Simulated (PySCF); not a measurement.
SnO (charge −1, doublet)

```xyz
2

Sn    0.0000    0.0000   -0.2262
O     0.0000    0.0000    1.6958
```

Core potentials replace the inner electrons of Sn.

Method: PBE0/def2-SVPD, non-relativistic Hamiltonian with scalar-relativistic core potentials where named, at a bond length of 1.922 Å (PySCF).

Predict the electron density, electron localisation function and spin density between the atoms.

Sn–O (1.92 Å): the density is about 0.84 e/Å³ at the midpoint; the ELF peaks at about 0.85 in the valence shell of O, 0.6 Å from its nucleus, and drops to about 0.15 between the two atoms.
The unpaired spin (1 electron) lies mostly on Sn1 (about 0.9) and O2 (about 0.1), in electrons by Hirshfeld's partition.

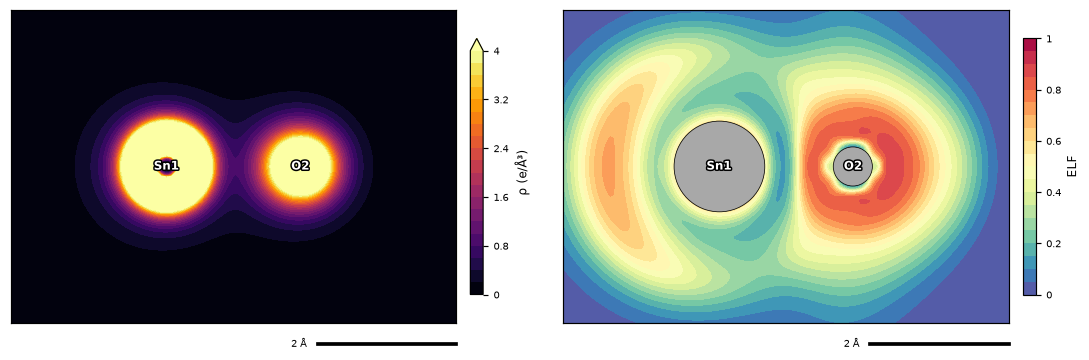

Computed electron density and electron localisation function on a plane that holds the molecular axis, in this order. Grey discs cover the atomic cores in the ELF map. 
